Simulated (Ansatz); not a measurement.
Take ZnS in the wurtzite structure (space group P6_3mc, No. 186; a = 3.806 Å, c = 6.245 Å) as the base.

The change: a hydrostatic pressure of 1.5 GPa.

Computed with r2SCAN (Ansatz, a program for electronic structure, PAW, spin-orbit coupling left out).

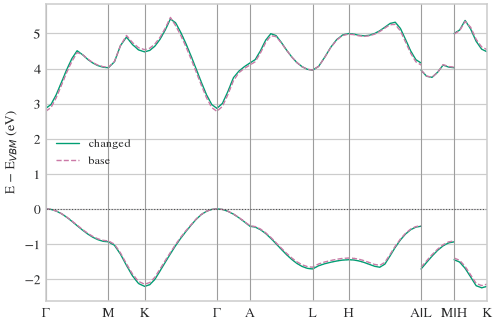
Fig. 1. Highest valence and lowest conduction band along the path, each from its own valence-band maximum

The gap is 2.86 eV, direct at Γ; the base has 2.78 eV.

Load acts through the strain it causes; cell and atoms are relaxed under it. Gaps are Kohn–Sham eigenvalue differences; semilocal functionals usually give less than the measured gap. No phonon test of stability was made.
